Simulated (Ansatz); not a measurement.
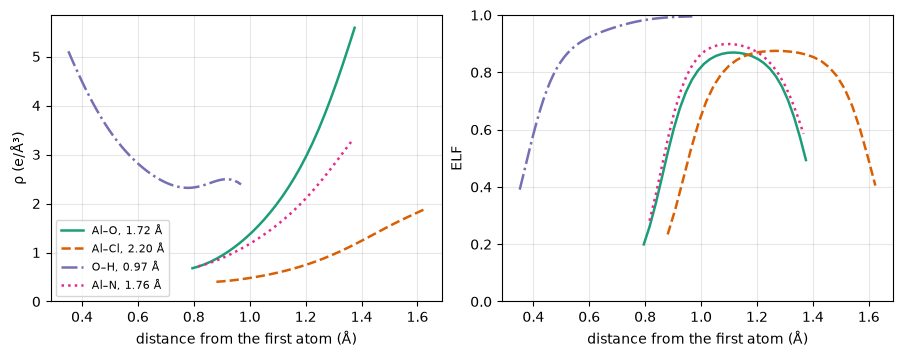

Figure 1: AlClH₃NO. Total electron density and ELF along straight lines between neighbouring atoms. The curves leave out the atomic cores.

Not at a stationary point (largest force 0.9 eV/Å).

Theory: RKS revPBE/def2-SVPD (Ansatz).

| atom | x (Å) | y (Å) | z (Å) |
| --- | --- | --- | --- |
| Al | 0.3148 | 0.1156 | -0.1979 |
| Cl | 0.4318 | -1.5634 | -1.6170 |
| N | -1.0836 | -0.4021 | 0.7435 |
| H | -1.3528 | -1.2970 | 0.3248 |
| O | 1.3127 | 1.5108 | -0.0859 |
| H | -1.6496 | -0.1010 | 1.5324 |
| H | 2.0268 | 1.7372 | -0.7000 |

**What can be read from the curves?**

Al–O (1.72 Å): ρ at the midpoint is about 0.81 e/Å³; the ELF peaks at about 0.85 in the valence shell of O, 0.6 Å from its nucleus, and is about 0.45 at the midpoint.
Al–Cl (2.20 Å): ρ is about 0.59 e/Å³ halfway; the ELF peaks at about 0.90 in the valence shell of Cl, 0.9 Å from its nucleus, and is about 0.80 at the midpoint.
O–H (0.97 Å): the density is about 3.6 e/Å³ at the midpoint; the ELF climbs to about 1 towards the hydrogen, as it does in any bond to H: an ordinary covalent bond to hydrogen.
Al–N (1.76 Å): ρ is about 0.84 e/Å³ halfway; the ELF peaks at about 0.90 in the valence shell of N, 0.7 Å from its nucleus, and is about 0.55 at the midpoint.
